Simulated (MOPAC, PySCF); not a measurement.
Breaking a bond: C2, singlet.

Levels: RHF/6-31G (PySCF); PM7, restricted, heats of formation (MOPAC); UCCSD = CCSD on UHF/6-31G, 2 core orbitals frozen (PySCF).

Energies are in kJ/mol, each relative to the lowest point of its own curve near equilibrium.

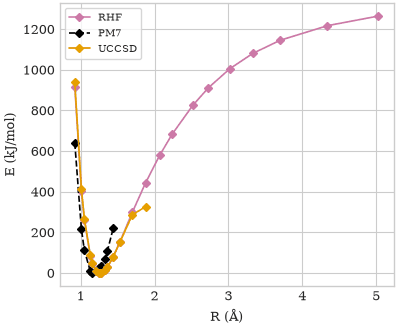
Energy against bond length for each method.

```json
[
 {"R / Å": "0.92", "RHF": "917.7", "PM7": "640.6", "UCCSD": "938.2"},
 {"R / Å": "1.01", "RHF": "404.2", "PM7": "216.1", "UCCSD": "414.2"},
 {"R / Å": "1.05", "RHF": "261.1", "PM7": "111.4", "UCCSD": "268.1"},
 {"R / Å": "1.13", "RHF": "84.4", "PM7": "9.7", "UCCSD": "87.4"},
 {"R / Å": "1.16", "RHF": "47.0", "PM7": "0.0", "UCCSD": "49.0"},
 {"R / Å": "1.21", "RHF": "10.6", "PM7": "9.2", "UCCSD": "11.2"},
 {"R / Å": "1.25", "RHF": "0.0", "PM7": "25.9", "UCCSD": "0.0"},
 {"R / Å": "1.28", "RHF": "0.5", "PM7": "35.7", "UCCSD": "0.3"},
 {"R / Å": "1.33", "RHF": "14.0", "PM7": "67.8", "UCCSD": "13.5"},
 {"R / Å": "1.36", "RHF": "27.9", "PM7": "106.6", "UCCSD": "27.5"},
 {"R / Å": "1.44", "RHF": "79.6", "PM7": "219.8", "UCCSD": "79.5"},
 {"R / Å": "1.53", "RHF": "152.3", "PM7": "—", "UCCSD": "151.4"},
 {"R / Å": "1.70", "RHF": "299.4", "PM7": "—", "UCCSD": "287.0"},
 {"R / Å": "1.88", "RHF": "445.1", "PM7": "—", "UCCSD": "326.6"},
 {"R / Å": "2.07", "RHF": "579.8", "PM7": "—", "UCCSD": "—"},
 {"R / Å": "2.24", "RHF": "684.1", "PM7": "—", "UCCSD": "—"},
 {"R / Å": "2.52", "RHF": "826.3", "PM7": "—", "UCCSD": "—"},
 {"R / Å": "2.73", "RHF": "911.9", "PM7": "—", "UCCSD": "—"},
 {"R / Å": "3.02", "RHF": "1005.6", "PM7": "—", "UCCSD": "—"},
 {"R / Å": "3.33", "RHF": "1080.7", "PM7": "—", "UCCSD": "—"},
 {"R / Å": "3.70", "RHF": "1145.3", "PM7": "—", "UCCSD": "—"},
 {"R / Å": "4.34", "RHF": "1217.1", "PM7": "—", "UCCSD": "—"},
 {"R / Å": "5.03", "RHF": "1264.6", "PM7": "—", "UCCSD": "—"}
]
```

Dashes: no converged value, or the column stops at the first point that the program doubted or that broke a chosen test of continuity, which isn't proof of a fault.

The restricted form behind RHF, PM7 keeps the bonding electrons paired and can't separate into open-shell fragments. The unrestricted solution behind UCCSD changes between 1.70 and 1.88 Å, which can leave a kink. The unrestricted determinant behind UCCSD is spin-contaminated at 0.92 to 5.03 Å (<S²> up to 2.5, against 0.00 for a pure singlet).
